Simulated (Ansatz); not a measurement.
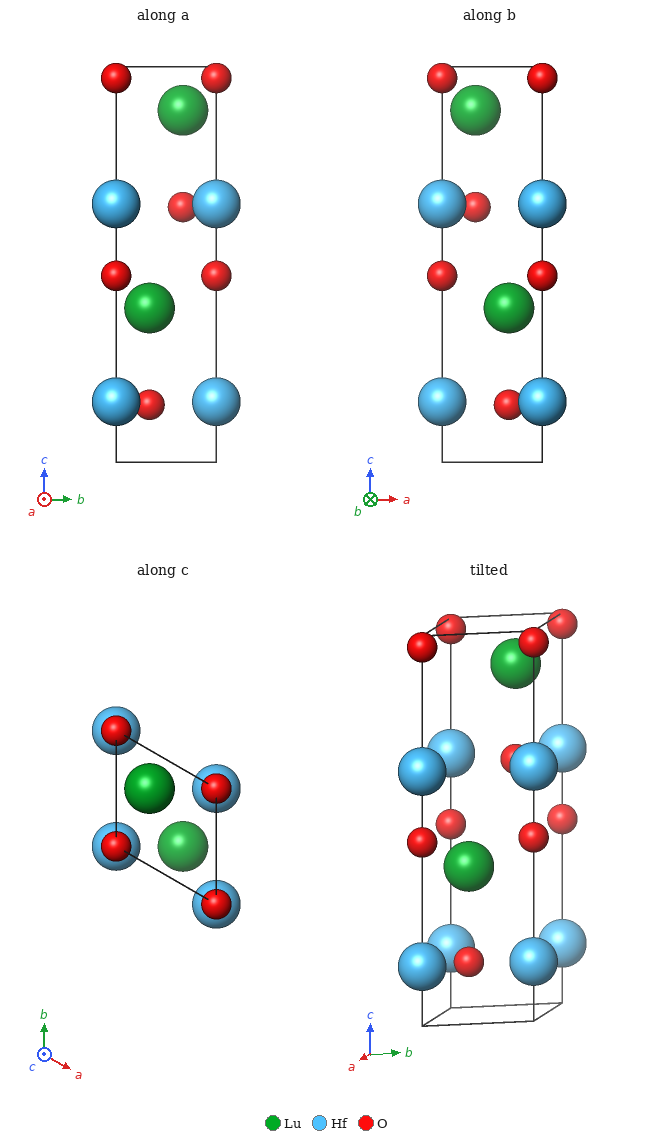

Drawn in the spheres-only manner and seen along the a axis, along the b axis, along the c axis and slightly off an axis. The wireframe shows the conventional unit cell.

Lattice parameters: a = 3.5353 Å, b = 3.5353 Å, c = 12.0792 Å, α = 90.000°, β = 90.000°, γ = 120.000°.

From the views, write a CIF with its space group and independent sites, with free fractional coordinates to two decimals.

Answer.
```cif
data_structure
_symmetry_space_group_name_H-M 'P 63 m c'
_symmetry_Int_Tables_number 186
_cell_length_a 3.5353
_cell_length_b 3.5353
_cell_length_c 12.0792
_cell_angle_alpha 90.000
_cell_angle_beta 90.000
_cell_angle_gamma 120.000
_cell_volume 130.74
loop_
_atom_site_label
_atom_site_type_symbol
_atom_site_symmetry_multiplicity
_atom_site_Wyckoff_symbol
_atom_site_fract_x
_atom_site_fract_y
_atom_site_fract_z
_atom_site_occupancy
Lu1 Lu 2 b 0.3333 0.6667 0.89 1
Hf1 Hf 2 a 0.00 0.00 0.15 1
O1 O 2 b 0.3333 0.6667 0.64 1
O2 O 2 a 0.00 0.00 0.47 1
```

It goes back to a random cell made by a generator, so it need not be a real form of the compound. Atoms and cell were optimised with DFT PBE, scalar-relativistic, plane waves, PAW in Ansatz.
